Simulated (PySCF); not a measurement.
Potential energy curve for NH, triplet.

- ROKS-BHandHLYP = restricted open-shell BHandHLYP/6-31G run with PySCF
- UCCSD = CCSD on UHF/6-31G, 1 core orbital frozen run with PySCF 2.14.0
- ROKS-TPSSh = restricted open-shell TPSSh/6-31G in PySCF 2.14.0
- ROKS-PBE = restricted open-shell PBE/6-31G in PySCF
- UCCSD(T) = PySCF with CCSD(T) on UHF/6-31G, 1 core orbital frozen

Energies are in mEh, each relative to the lowest point of its own curve near equilibrium.

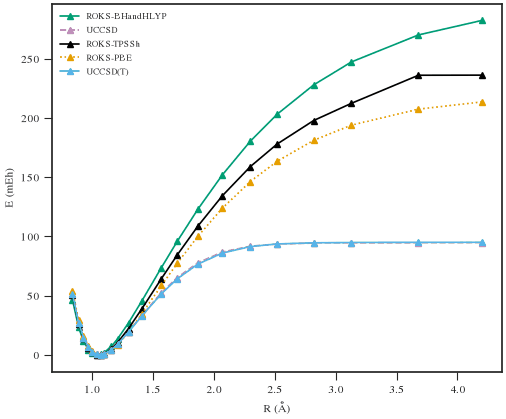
Figure: Energy against bond length for each method.

| R / Å | ROKS-BHandHLYP | UCCSD | ROKS-TPSSh | ROKS-PBE | UCCSD(T) |
|---|---|---|---|---|---|
| 0.84 | 46.4 | 51.0 | 50.3 | 54.2 | 51.2 |
| 0.89 | 23.3 | 26.8 | 26.3 | 29.3 | 27.0 |
| 0.93 | 11.6 | 14.2 | 13.9 | 16.1 | 14.3 |
| 0.97 | 4.4 | 6.2 | 6.0 | 7.5 | 6.3 |
| 1.00 | 1.5 | 2.6 | 2.4 | 3.5 | 2.7 |
| 1.04 | 0.0 | 0.3 | 0.2 | 0.6 | 0.3 |
| 1.07 | 0.4 | 0.0 | 0.0 | 0.0 | 0.0 |
| 1.10 | 1.9 | 0.7 | 0.9 | 0.4 | 0.7 |
| 1.16 | 7.2 | 4.5 | 5.0 | 3.8 | 4.4 |
| 1.21 | 13.4 | 9.1 | 10.3 | 8.3 | 9.0 |
| 1.30 | 26.9 | 19.5 | 22.2 | 19.2 | 19.2 |
| 1.41 | 45.6 | 33.4 | 38.9 | 34.7 | 32.9 |
| 1.57 | 73.7 | 52.4 | 64.3 | 58.5 | 51.5 |
| 1.70 | 95.8 | 65.2 | 84.3 | 77.3 | 64.1 |
| 1.87 | 123.0 | 77.7 | 108.7 | 100.1 | 76.6 |
| 2.07 | 151.9 | 86.7 | 134.2 | 123.7 | 85.9 |
| 2.30 | 180.4 | 91.7 | 158.9 | 146.3 | 91.4 |
| 2.52 | 203.1 | 93.5 | 178.0 | 163.4 | 93.6 |
| 2.82 | 227.9 | 94.3 | 197.8 | 181.1 | 94.6 |
| 3.13 | 247.3 | 94.5 | 212.3 | 193.9 | 94.8 |
| 3.68 | 270.1 | 94.6 | 236.0 | 207.4 | 95.0 |
| 4.20 | 282.3 | 94.7 | 236.1 | 213.5 | 95.0 |

At the longest distance, 4.20 Å, ROKS-BHandHLYP lies highest above its minimum (282.3 mEh) and UCCSD lowest (94.7 mEh).

The unrestricted determinant behind UCCSD, UCCSD(T) is spin-contaminated at 1.30 to 4.20 Å (<S²> up to 3.0, against 2.00 for a pure triplet).
